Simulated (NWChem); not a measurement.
# SO (sulfur oxide): UPBE0/jorge-DZP

What is the vertical ionisation energy of SO (sulfur oxide) at UPBE0/jorge-DZP? 

The calculation is run with NWChem 7.3.0.

2 further runs of the same task are left out: 2 set aside as unsound or not needed.

**1. The system as given**

SO: 2 atoms, total charge 0, spin state triplet. SMILES: `O=S`. The bond length is the measured one.

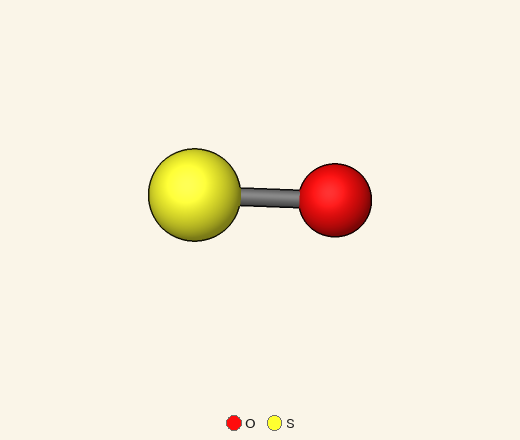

Viewed from a chosen angle; oxygen red, sulfur yellow.

**2. The energy at UPBE0/jorge-DZP**

Input file os.nw:

```
echo
start os
title "sulfur oxide"
memory 2200 mb

geometry noautosym nocenter noautoz
  O     0.000000    0.000000    0.000000
  S     0.000000    0.000000    1.481087
end

basis spherical bse
  * library jorge-DZP
end

dft
  xc pbe0
  mult 3
  grid fine
  convergence energy 1e-08
  maxiter 100
  mulliken
  print low
end

task dft energy
```

On the command line:

```bash
nwchem os.nw > os.out
```

Standard output:

```text
[...]
 d= 0,ls=0.0,diis     1   -473.0951204037 -5.19D+02  1.21D-02  4.25D-01     0.3
[...]
 d= 0,ls=0.0,diis    11   -473.1549857147 -3.94D-09  9.20D-08  1.98D-11     1.9
[...]
         Total DFT energy =     -473.154985714739
      One electron energy =     -743.688121757667
           Coulomb energy =      258.823932147132
    Exchange-Corr. energy =      -34.023887996821
 Nuclear repulsion energy =       45.733091892618
[...]
      Total Density - Mulliken Population Analysis
     ---------------------------------------------
    Atom       Charge   Shell Charges
 -----------   ------   -------------------------------------------------------
    1 O    8     8.29   0.95  1.03  0.89  1.00  3.30  1.11  0.02
    2 S   16    15.71   0.32  0.74  0.76  0.16  2.00  1.15  0.78  5.68  0.63  2.11  1.19  0.18
[...]
      <S2> =      2.0080 (Exact =     2.0000)
[...]
```

Run time: 2.6 s. Hardware: 1 thread of AMD EPYC 9R14 (Zen 4), shared host; peak memory 0.11 GiB.

**3. The doublet cation at the same level**

Input file input.nw:

```
START input
TITLE "OS PBE0"
memory 2200 mb
charge 1

GEOMETRY units angstrom noautosym nocenter noautoz
O        0.000000       0.000000       0.000000
S        0.000000       0.000000       1.481087
END

BASIS spherical bse
* library jorge-DZP
END

DFT
xc pbe0
mult 2
grid fine
convergence energy 1e-08
maxiter 100
mulliken
print low
END

TASK dft energy
```

On the command line:

```bash
nwchem input.nw > input.out
```

Standard output:

```text
[...]
 d= 0,ls=0.0,diis     1   -472.6471747566 -5.18D+02  1.74D-02  9.97D-01     0.3
[...]
 d= 0,ls=0.0,diis    14   -472.7638212924 -5.56D-10  6.75D-08  7.87D-12     2.4
[...]
         Total DFT energy =     -472.763821292426
      One electron energy =     -734.734641529866
           Coulomb energy =      249.851478361460
    Exchange-Corr. energy =      -33.613750016637
 Nuclear repulsion energy =       45.733091892618
[...]
      Total Density - Mulliken Population Analysis
     ---------------------------------------------
    Atom       Charge   Shell Charges
 -----------   ------   -------------------------------------------------------
    1 O    8     7.98   0.95  1.02  0.93  0.99  3.18  0.89  0.02
    2 S   16    15.02   0.32  0.74  0.76  0.16  2.00  1.29  0.64  5.68  0.61  1.97  0.68  0.18
[...]
      <S2> =      0.7538 (Exact =     0.7500)
[...]
```

Run time: 3.3 s. Hardware: 1 thread of AMD EPYC 9R14 (Zen 4), shared host; peak memory 0.11 GiB.

**4. Results**

Level: UPBE0/jorge-DZP.

| quantity | value |
| --- | --- |
| triplet SO: total energy | -473.15499 Eh |
| triplet SO: ⟨S²⟩ | 2.008 |
| doublet cation: total energy | -472.76382 Eh |
| doublet cation: ⟨S²⟩ | 0.754 |
| vertical ionisation energy (to the doublet cation) | 10.644 eV |

**Reading.** Removing an electron at fixed nuclei costs 10.64 eV (245 kcal/mol).
